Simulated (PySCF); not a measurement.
**C$_{5}$H$_{11}$FOSi: density, localisation and related maps**

Input file:

```
{"job": {"xc": "PBE0", "basis": "pcSseg-1", "solvent": "acetone", "kind": "nmr", "pop": true}, "charge": 0, "multiplicity": 1}
F      2.564505     0.524124     0.367303
C      1.343035     0.363879     0.983024
C      0.241491     0.218064    -0.060202
Si     0.378731     1.605270    -1.368793
C     -1.121532     0.146851     0.653981
C     -1.458466    -1.359303     0.673506
O     -0.300571    -2.041431     0.246292
C      0.336816    -1.187035    -0.674153
H      1.194315     1.253517     1.604104
H      1.422041    -0.527125     1.615992
H      0.369084     2.885114    -0.659003
H     -0.807603     1.501689    -2.222562
H      1.597248     1.428902    -2.148570
H     -1.889386     0.701137     0.115119
H     -1.057639     0.552728     1.663237
H     -2.290926    -1.573400    -0.012510
H     -1.715207    -1.733207     1.665785
H      1.363166    -1.529014    -0.803722
H     -0.178905    -1.221508    -1.646290
```

Launched as:

```sh
OMP_NUM_THREADS=1 python ens_run.py task.json out
```

Geometry: GFN2-xTB.

Computed with PySCF, PBE0/pcSseg-1, SCF density, in a acetone solvent model, non-relativistic.

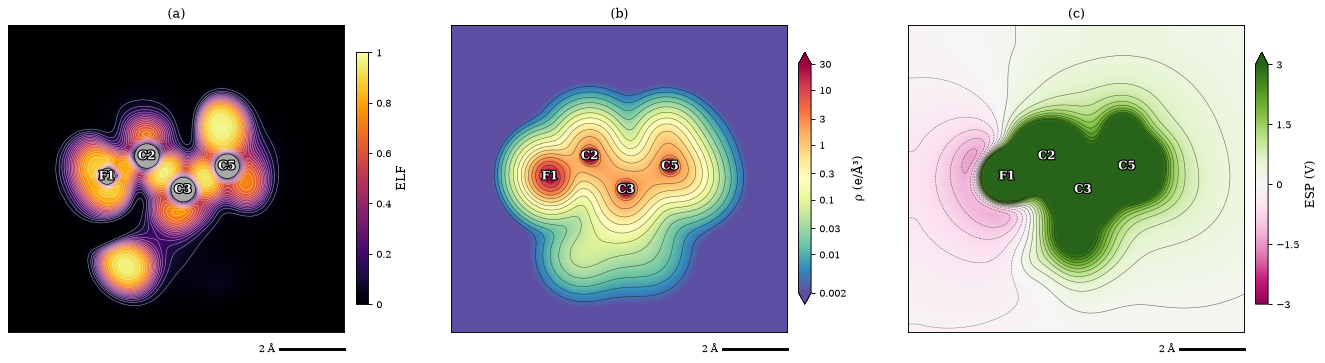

Figure 1. (a) electron localisation function; (b) total electron density; (c) electrostatic potential on the plane of atoms F1, C2 and C3. Grey discs cover the atomic cores in the ELF map.

> Read the bonding off the picture.

Atoms in the plane: F and C.
C–F (1.38 Å): the density is about 2.1 e/Å³ at the midpoint, with its minimum of 1.6 e/Å³ about 0.5 Å from C; the ELF peaks at about 0.80 between the atoms: a polar covalent bond.
C–C (1.52 Å): ρ is about 1.7 e/Å³ halfway; the ELF peaks at about 0.95 between the atoms; localised, covalent bonding.
The ELF also peaks beside F1, away from the bonds: lone-pair regions.
Outside the dense part of the molecule the potential is most negative (−1.4 V) near F1.

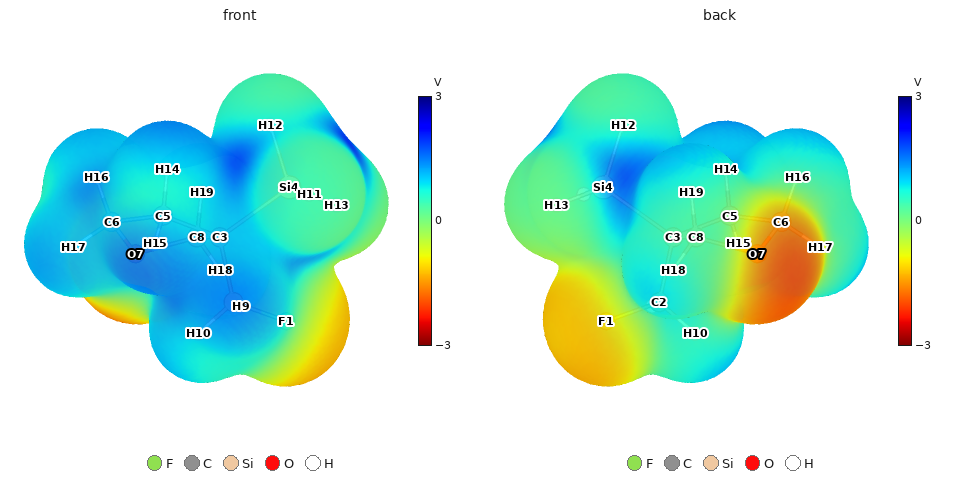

Figure 2. The electrostatic potential painted on the density surface at 0.004 e/bohr³, seen from the front and from behind; red is negative and blue positive.

> Describe the electrostatic potential map.

The most negative region (about −2.0 V, or −46 kcal/mol for a unit charge) lies over O7, the most positive (about +1.8 V, or +42 kcal/mol for a unit charge) over Si4. O7 is the likeliest acceptor of a hydrogen bond.

> What dipole moment does the calculation give?

Its dipole moment is 2.90 D.
